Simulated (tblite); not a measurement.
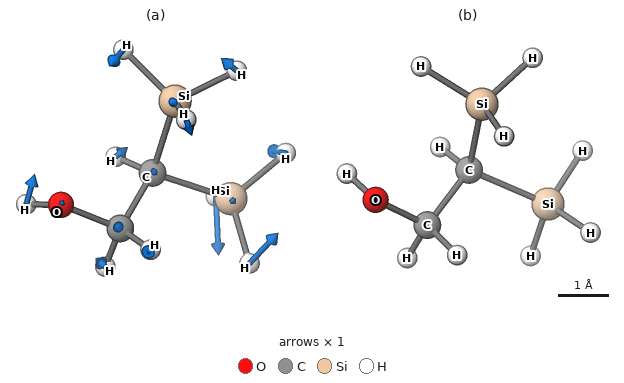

The structure of C₂H₁₀OSi₂ before (left) and after (right) a relaxation, at one scale. The blue arrows give the displacements, at their true length.

A ball-and-stick model, seen from a free direction.

Method: tblite, GFN2-xTB geometry optimisation, gas phase. 

### Describe what moved and what it gained.

The atom that moves furthest after the best rigid fit is an H atom (1.29 Å). By element the largest moves are H 1.29 Å, C 0.27 Å, Si 0.22 Å, O 0.11 Å. Near-neighbour distances that change, for instance: C–Si 1.862 → 1.912 Å, H–O 1.000 → 0.963 Å, C–H 1.125 → 1.097 Å, C–Si 1.877 → 1.900 Å. Bond angles that change, for instance: Si–C–Si 106.1° → 115.2°, H–Si–H 114.6° → 108.9°, C–C–Si 113.2° → 107.5°. Groups turn about C–Si by about 55°, C–Si by about 25°, C–O by about 25°. After 157 geometry steps the energy has fallen by 0.488 eV.
